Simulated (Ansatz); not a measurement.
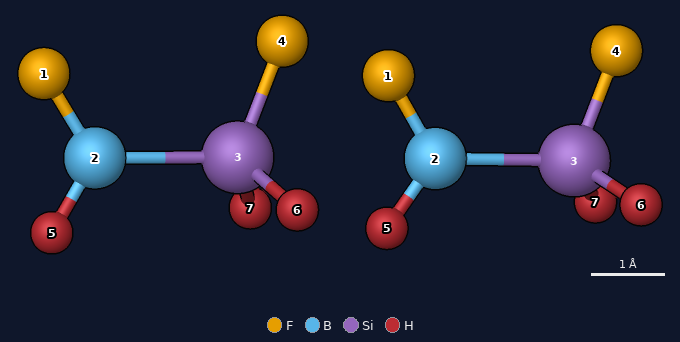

Two geometries of BSiH$_{3}$F$_{2}$, drawn at one scale. One is the start of a relaxation, the other its converged end. Style: ball-and-stick. Shown at a tilt.

The calculation used RKS B3LYP-D4/6-31G in Ansatz 0.2.0. (no spin polarisation; force threshold 0.015 eV/Å; at most 40 steps)

Which geometry has the lower energy?

Answer. The left one is the relaxed one. The run prepares an end point of a later path (torsion) calculation, from a guessed geometry. The atom that moves furthest after the best rigid fit is F4 (0.15 Å). Largest moves by element: F 0.15 Å, H 0.11 Å, Si 0.07 Å, B 0.01 Å. Near-neighbour distances that change, for instance: Si3–F4 1.619 → 1.710 Å, B2–Si3 1.972 → 2.027 Å, F1–B2 1.314 → 1.363 Å, Si3–H6 1.464 → 1.505 Å. Among the angles between lasting bonds that change: B2–Si3–H6 115.8° → 110.0°, F4–Si3–H6 102.4° → 108.1°, Si3–B2–H5 125.0° → 120.9°. The energy falls by 33.6 kJ/mol in 5 accepted moves (6 points after the start). The largest force component goes from 2.7 to 0.0022 eV/Å. The line search rejected the trial step at point 5 of the run. The run took 7.1 s on 1 thread of Intel(R) Xeon(R) 6975P-C (Granite Rapids) (shared host), peak memory 0.14 GiB.

Limits of the set-up: the basis has no polarisation functions, which atoms past neon need.
